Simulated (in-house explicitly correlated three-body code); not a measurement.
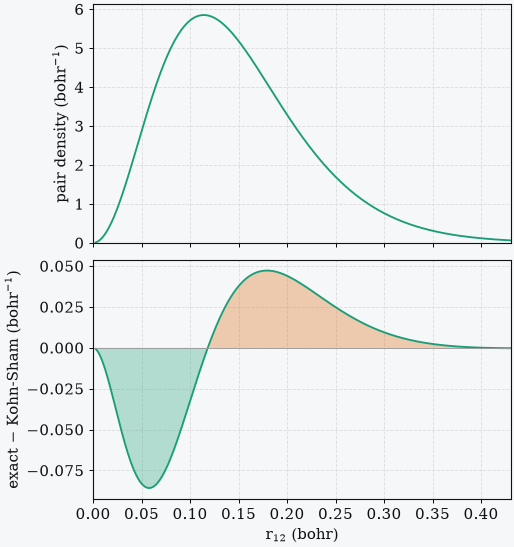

Two electrons around a point charge Z = 15.12. Computed variationally in 260 exponentially correlated functions with an in-house code, non-relativistic, converged to about 10⁻⁸ of the energy. The plot shows the distribution of the distance r₁₂ between the electrons in the ground state (one pair, times 4πr₁₂²) and its difference from that of the Kohn-Sham determinant with the same density, the Coulomb hole.

How large and how deep is the Coulomb hole?

The pair density peaks near r₁₂ = 0.11 bohr, and ⟨r₁₂⟩ = 0.1493 bohr. Correlation takes weight from short distances: the hole is deepest (−0.086 bohr⁻¹) near 0.058 bohr and first changes sign near 0.12 bohr, moving 0.58 % of the pair outwards. The mean cosine of the angle between the electrons is −0.00880, and the density-functional correlation energy is −46.01 millihartree.
